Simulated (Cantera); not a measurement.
A closed system holds: 1 mol Cu, a varied amount of F2, 0.38 mol H2, held at 975 K and 0.000560 bar.

Cantera equilibrium calculation (NASA polynomials, part measured and part estimated; ideal gas, pure solids and liquids). Candidate condensed phases: Cu, CuF2; 15 gas species. The numbers say what is thermodynamically allowed, not how fast it happens.

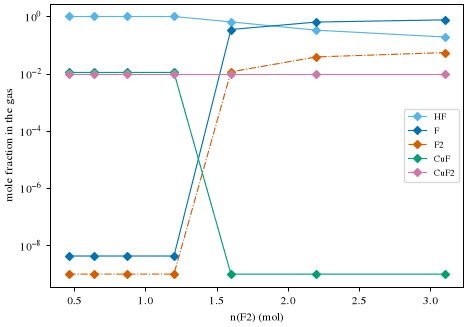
Figure: Equilibrium gas composition (values under 1e-9 drawn at 1e-9)

From 0.46 mol F2 to 1.2 mol F2 the condensed part is Cu(s) + CuF2(s). From 1.6 mol F2 to 3.1 mol F2 the condensed part is CuF2(s). The main Cu-bearing gas is CuF at 0.46 mol F2 and CuF2 at 3.1 mol F2. The share of Cu in condensed phases is highest at 1.6 mol F2 (98.8 %) and lowest at 3.1 mol F2 (96.1 %).
